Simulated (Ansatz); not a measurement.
## Geometry relaxation of Si2H5ClO (part 2 of 2)

Continued. System: Si2H5ClO. Method: RKS r2SCAN-D4/def2-SVP (Ansatz 0.2.0). It belongs to a series of runs on one base structure; here: start relaxed.

Geometry of the input (Å):
```
Si 0.0000  0.0000  0.0000
Cl 0.0000  0.0000  2.1300
H  1.3768  0.0000  -0.4862
H  -0.6877  1.1914  -0.4862
O  -0.7913  -1.3709  -0.5594
Si -1.6730  -2.4329  0.3983
H  -1.2634  -2.2870  1.7920
H  -3.0964  -2.1323  0.2761
H  -1.4264  -3.8036  -0.0398
```

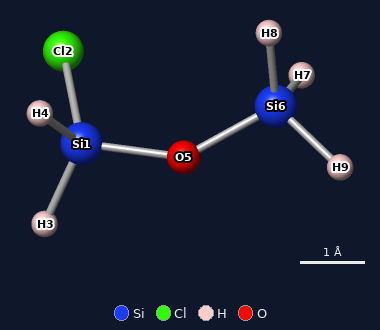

*The geometry at step 16 of the log (ball-and-stick view, seen at a tilt; atoms are numbered from 1 in the order of the input).*

**Trajectory as extended XYZ, continued**
```
9
Properties=species:S:1:pos:R:3:forces:R:3 step=7 energy=-30395.91859
Si    0.0547    0.0634    0.0290   -0.0033  -0.0021   0.0131
Cl    0.1716    0.5129    2.0487    0.0000   0.0090   0.0034
H     1.4299    0.0375   -0.5227    0.0053   0.0007  -0.0049
H    -0.7832    1.1082   -0.6139   -0.0010  -0.0063  -0.0012
O    -0.6251   -1.4204   -0.1625   -0.0037   0.0024  -0.0162
Si   -1.7131   -2.5336    0.4351    0.0007  -0.0037   0.0108
H    -1.4412   -2.7884    1.8784   -0.0005  -0.0063   0.0000
H    -3.1070   -2.0244    0.2761    0.0054   0.0047  -0.0037
H    -1.5479   -3.7905   -0.3434   -0.0030   0.0016  -0.0012
9
Properties=species:S:1:pos:R:3:forces:R:3 step=8 energy=-30395.91758 accepted=F
Si    0.0622    0.0590    0.0353   -0.0867  -0.0460   0.0247
Cl    0.1535    0.6028    2.0358   -0.0016  -0.0187  -0.0483
H     1.4377    0.0741   -0.5168   -0.0087  -0.0084   0.0037
H    -0.8258    1.0411   -0.6479    0.0386  -0.0596   0.0241
O    -0.5459   -1.4664   -0.0962   -0.0336   0.0393   0.0130
Si   -1.7058   -2.5432    0.4414    0.0281   0.0170  -0.0106
H    -1.4499   -2.8906    1.8726   -0.0279   0.0173  -0.0797
H    -3.0702   -1.9410    0.3040    0.0857  -0.0290   0.0190
H    -1.6171   -3.7711   -0.4036    0.0061   0.0880   0.0541
9
Properties=species:S:1:pos:R:3:forces:R:3 step=9 energy=-30395.91908
Si    0.0560    0.0566    0.0314   -0.0017   0.0337  -0.0039
Cl    0.1518    0.5378    2.0451    0.0020  -0.0013  -0.0021
H     1.4322    0.0596   -0.5184    0.0054  -0.0046   0.0050
H    -0.8062    1.0725   -0.6270    0.0009  -0.0112   0.0021
O    -0.5841   -1.4466   -0.1455    0.0027  -0.0036  -0.0081
Si   -1.7058   -2.5341    0.4378   -0.0284  -0.0230  -0.0020
H    -1.4375   -2.8225    1.8762   -0.0059  -0.0031  -0.0157
H    -3.0839   -1.9761    0.2897    0.0267  -0.0078   0.0076
H    -1.5838   -3.7824   -0.3646   -0.0017   0.0211   0.0172
9
Properties=species:S:1:pos:R:3:forces:R:3 step=10 energy=-30395.91877 accepted=F
Si    0.0549    0.0580    0.0370    0.0377   0.0342  -0.0427
Cl    0.1570    0.5800    2.0410   -0.0284  -0.0156  -0.0230
H     1.4338    0.0607   -0.5084   -0.0142   0.0051   0.0001
H    -0.8166    1.0516   -0.6468    0.0177  -0.0217   0.0371
O    -0.5681   -1.4547   -0.1210   -0.0133  -0.0020   0.0225
Si   -1.7057   -2.5387    0.4384   -0.0185  -0.0279   0.0007
H    -1.4413   -2.8628    1.8706   -0.0082   0.0024  -0.0274
H    -3.0760   -1.9566    0.3044    0.0352  -0.0178   0.0040
H    -1.5994   -3.7727   -0.3904   -0.0082   0.0433   0.0287
9
Properties=species:S:1:pos:R:3:forces:R:3 step=11 energy=-30395.91926
Si    0.0572    0.0574    0.0302   -0.0131  -0.0046   0.0148
Cl    0.1445    0.5523    2.0410    0.0010   0.0038   0.0017
H     1.4366    0.0624   -0.5120   -0.0071   0.0043  -0.0050
H    -0.8135    1.0613   -0.6356    0.0144  -0.0086  -0.0044
O    -0.5726   -1.4522   -0.1363   -0.0039  -0.0034  -0.0064
Si   -1.7043   -2.5350    0.4384   -0.0030  -0.0053   0.0043
H    -1.4372   -2.8430    1.8726   -0.0003   0.0024  -0.0097
H    -3.0765   -1.9616    0.3013    0.0150  -0.0050   0.0001
H    -1.5955   -3.7768   -0.3747   -0.0029   0.0164   0.0044
9
Properties=species:S:1:pos:R:3:forces:R:3 step=12 energy=-30395.91942
Si    0.0582    0.0568    0.0331   -0.0198  -0.0227  -0.0135
Cl    0.1308    0.5774    2.0384   -0.0014  -0.0041  -0.0136
H     1.4392    0.0666   -0.5055   -0.0049   0.0025   0.0095
H    -0.8155    1.0447   -0.6531    0.0105  -0.0052   0.0100
O    -0.5586   -1.4602   -0.1226   -0.0027   0.0057   0.0148
Si   -1.7021   -2.5375    0.4407    0.0128   0.0123  -0.0030
H    -1.4322   -2.8734    1.8681    0.0009   0.0036  -0.0103
H    -3.0663   -1.9433    0.3196    0.0037  -0.0020   0.0027
H    -1.6150   -3.7664   -0.3939    0.0009   0.0099   0.0034
9
Properties=species:S:1:pos:R:3:forces:R:3 step=13 energy=-30395.91955
Si    0.0570    0.0554    0.0315   -0.0032  -0.0224  -0.0041
Cl    0.1188    0.5813    2.0356   -0.0073  -0.0028  -0.0059
H     1.4418    0.0684   -0.4964   -0.0035  -0.0022   0.0000
H    -0.8135    1.0404   -0.6618    0.0017  -0.0043   0.0053
O    -0.5548   -1.4638   -0.1229    0.0010   0.0162   0.0092
Si   -1.7006   -2.5377    0.4420    0.0099   0.0123  -0.0060
H    -1.4230   -2.8819    1.8656   -0.0009   0.0011  -0.0075
H    -3.0621   -1.9355    0.3315    0.0015  -0.0022   0.0052
H    -1.6249   -3.7618   -0.4003    0.0008   0.0042   0.0038
9
Properties=species:S:1:pos:R:3:forces:R:3 step=14 energy=-30395.91982
Si    0.0561    0.0512    0.0278    0.0090  -0.0109   0.0115
Cl    0.0758    0.5926    2.0289   -0.0057  -0.0040  -0.0032
H     1.4505    0.0709   -0.4738   -0.0014  -0.0063  -0.0028
H    -0.8069    1.0263   -0.6869   -0.0077  -0.0006  -0.0062
O    -0.5426   -1.4732   -0.1247    0.0058   0.0251  -0.0037
Si   -1.6956   -2.5369    0.4445   -0.0017   0.0015   0.0017
H    -1.3953   -2.9079    1.8567   -0.0051  -0.0020  -0.0076
H    -3.0495   -1.9104    0.3711    0.0119  -0.0102   0.0027
H    -1.6538   -3.7480   -0.4189   -0.0050   0.0073   0.0075
9
Properties=species:S:1:pos:R:3:forces:R:3 step=15 energy=-30395.91995
Si    0.0548    0.0477    0.0227    0.0304  -0.0025   0.0311
Cl    0.0170    0.6036    2.0212   -0.0057  -0.0033  -0.0260
H     1.4623    0.0730   -0.4423   -0.0116  -0.0027   0.0005
H    -0.7965    1.0091   -0.7238   -0.0072   0.0022  -0.0023
O    -0.5280   -1.4828   -0.1293   -0.0010   0.0215  -0.0104
Si   -1.6877   -2.5347    0.4487   -0.0339  -0.0229   0.0028
H    -1.3570   -2.9421    1.8449   -0.0105   0.0022  -0.0251
H    -3.0323   -1.8807    0.4245    0.0413  -0.0208   0.0041
H    -1.6940   -3.7284   -0.4420   -0.0017   0.0262   0.0253
9
Properties=species:S:1:pos:R:3:forces:R:3 step=16 energy=-30395.92007
Si    0.0562    0.0479    0.0232    0.0058   0.0073   0.0144
Cl    0.0180    0.6055    2.0206    0.0016  -0.0072  -0.0128
H     1.4627    0.0709   -0.4443   -0.0087  -0.0029   0.0043
H    -0.7955    1.0119   -0.7201    0.0013  -0.0038  -0.0065
O    -0.5304   -1.4811   -0.1303    0.0019   0.0147  -0.0032
Si   -1.6882   -2.5351    0.4482   -0.0228  -0.0182   0.0022
H    -1.3588   -2.9413    1.8446   -0.0041   0.0027  -0.0162
H    -3.0331   -1.8843    0.4231    0.0245  -0.0115   0.0025
H    -1.6922   -3.7296   -0.4402    0.0004   0.0188   0.0154
9
Properties=species:S:1:pos:R:3:forces:R:3 step=17 energy=-30395.92033
Si    0.0556    0.0507    0.0217    0.0006   0.0017  -0.0029
Cl    0.0055    0.6059    2.0186   -0.0008   0.0011   0.0007
H     1.4664    0.0601   -0.4326   -0.0010  -0.0020   0.0025
H    -0.7786    1.0221   -0.7317    0.0010  -0.0001   0.0004
O    -0.5459   -1.4714   -0.1380   -0.0024  -0.0025  -0.0011
Si   -1.6896   -2.5360    0.4492    0.0026   0.0038  -0.0024
H    -1.3437   -2.9441    1.8400    0.0007  -0.0011  -0.0001
H    -3.0380   -1.8957    0.4395   -0.0005  -0.0016   0.0019
H    -1.6932   -3.7270   -0.4420   -0.0003   0.0009   0.0008
9
Properties=species:S:1:pos:R:3:forces:R:3 step=18 energy=-30395.92069
Si    0.0544    0.0525    0.0136    0.0049   0.0319  -0.0056
Cl   -0.0679    0.6207    2.0052    0.0015  -0.0018  -0.0120
H     1.4845    0.0364   -0.3818   -0.0306  -0.0022   0.0078
H    -0.7323    1.0338   -0.7800    0.0209  -0.0209   0.0155
O    -0.5696   -1.4584   -0.1595   -0.0168  -0.0242   0.0047
Si   -1.6873   -2.5371    0.4539    0.0142   0.0215   0.0110
H    -1.2803   -2.9769    1.8199   -0.0074   0.0076  -0.0233
H    -3.0363   -1.8992    0.5171    0.0177  -0.0097   0.0006
H    -1.7266   -3.7071   -0.4636   -0.0045  -0.0022   0.0013
9
Properties=species:S:1:pos:R:3:forces:R:3 step=19 energy=-30395.92068 accepted=F
Si    0.0528    0.0569    0.0107    0.0059   0.0245  -0.0353
Cl   -0.0975    0.6267    1.9997   -0.0027   0.0039  -0.0097
H     1.4910    0.0161   -0.3558   -0.0407  -0.0007   0.0117
H    -0.6987    1.0504   -0.8037    0.0283  -0.0355   0.0389
O    -0.5956   -1.4424   -0.1741   -0.0348  -0.0405   0.0196
Si   -1.6883   -2.5389    0.4553    0.0405   0.0603   0.0139
H    -1.2480   -2.9860    1.8088   -0.0039   0.0096  -0.0251
H    -3.0419   -1.9171    0.5539    0.0109  -0.0048  -0.0013
H    -1.7352   -3.7010   -0.4700   -0.0035  -0.0168  -0.0127
9
Properties=species:S:1:pos:R:3:forces:R:3 step=20 energy=-30395.92086
Si    0.0532    0.0533    0.0127    0.0108   0.0214  -0.0074
Cl   -0.0879    0.6272    2.0015   -0.0018  -0.0052  -0.0161
H     1.4867    0.0307   -0.3673   -0.0163   0.0002   0.0074
H    -0.7191    1.0347   -0.7934    0.0096  -0.0129   0.0144
O    -0.5736   -1.4561   -0.1650   -0.0211  -0.0231   0.0098
Si   -1.6854   -2.5374    0.4544    0.0062   0.0152   0.0080
H    -1.2637   -2.9865    1.8125   -0.0019   0.0046  -0.0175
H    -3.0325   -1.8989    0.5389    0.0135  -0.0054  -0.0018
H    -1.7390   -3.7022   -0.4696    0.0011   0.0052   0.0032
9
Properties=species:S:1:pos:R:3:forces:R:3 step=21 energy=-30395.92109
Si    0.0514    0.0556    0.0079    0.0034  -0.0071  -0.0069
Cl   -0.1370    0.6367    1.9910   -0.0027  -0.0005  -0.0160
H     1.4947    0.0128   -0.3309   -0.0127   0.0069   0.0040
H    -0.6860    1.0420   -0.8242    0.0110  -0.0119   0.0179
O    -0.5903   -1.4467   -0.1805   -0.0265  -0.0174   0.0146
Si   -1.6829   -2.5375    0.4572    0.0154   0.0196  -0.0017
H    -1.2205   -3.0064    1.7952   -0.0027   0.0066  -0.0149
H    -3.0275   -1.9023    0.5902    0.0128  -0.0041  -0.0006
H    -1.7633   -3.6896   -0.4810    0.0019   0.0080   0.0035
9
Properties=species:S:1:pos:R:3:forces:R:3 step=22 energy=-30395.92120
Si    0.0504    0.0556    0.0046   -0.0048  -0.0088  -0.0129
Cl   -0.1807    0.6463    1.9810    0.0022  -0.0058  -0.0231
H     1.5012    0.0017   -0.3016   -0.0206   0.0047   0.0101
H    -0.6595    1.0447   -0.8484    0.0134  -0.0193   0.0215
O    -0.6004   -1.4423   -0.1927   -0.0208  -0.0029   0.0205
Si   -1.6803   -2.5379    0.4592    0.0106   0.0207   0.0039
H    -1.1857   -3.0243    1.7801   -0.0064   0.0086  -0.0257
H    -3.0199   -1.9010    0.6344    0.0250  -0.0104  -0.0047
H    -1.7865   -3.6780   -0.4916    0.0014   0.0132   0.0104
9
Properties=species:S:1:pos:R:3:forces:R:3 step=23 energy=-30395.92128
Si    0.0496    0.0543    0.0029    0.0073  -0.0047   0.0042
Cl   -0.1886    0.6471    1.9776   -0.0036  -0.0042  -0.0145
H     1.5023    0.0029   -0.2939   -0.0198   0.0013  -0.0015
H    -0.6580    1.0420   -0.8525    0.0097  -0.0151   0.0110
O    -0.5987   -1.4444   -0.1944   -0.0124   0.0061   0.0108
Si   -1.6792   -2.5373    0.4599    0.0005   0.0066   0.0029
H    -1.1795   -3.0287    1.7768   -0.0084   0.0082  -0.0223
H    -3.0160   -1.8965    0.6420    0.0258  -0.0109  -0.0026
H    -1.7933   -3.6747   -0.4935    0.0007   0.0128   0.0121
9
Properties=species:S:1:pos:R:3:forces:R:3 step=24 energy=-30395.92140
Si    0.0497    0.0525    0.0018    0.0016   0.0061   0.0028
Cl   -0.2088    0.6477    1.9728    0.0035  -0.0011  -0.0032
H     1.5041    0.0022   -0.2845   -0.0105  -0.0025   0.0042
H    -0.6507    1.0382   -0.8600    0.0025  -0.0022  -0.0016
O    -0.5983   -1.4455   -0.1979    0.0019   0.0041  -0.0021
Si   -1.6771   -2.5361    0.4610   -0.0072  -0.0057   0.0044
H    -1.1672   -3.0357    1.7701   -0.0063   0.0042  -0.0103
H    -3.0088   -1.8906    0.6579    0.0156  -0.0071  -0.0002
H    -1.8044   -3.6680   -0.4963   -0.0011   0.0043   0.0060
```

**Key numbers**

| quantity | value |
| --- | --- |
| outcome | converged |
| total energy | −30395.9214 eV |
| mean-field energy | −30395.8694 eV |
| largest force (length of the vector) at the end | 0.017 eV/Å |
| hardware | 2 threads of Arm Neoverse V1, 24 GiB of memory available, shared host |
| wall time | 77 s (CPU time 2.5 min) |
| peak memory | 0.15 GiB |
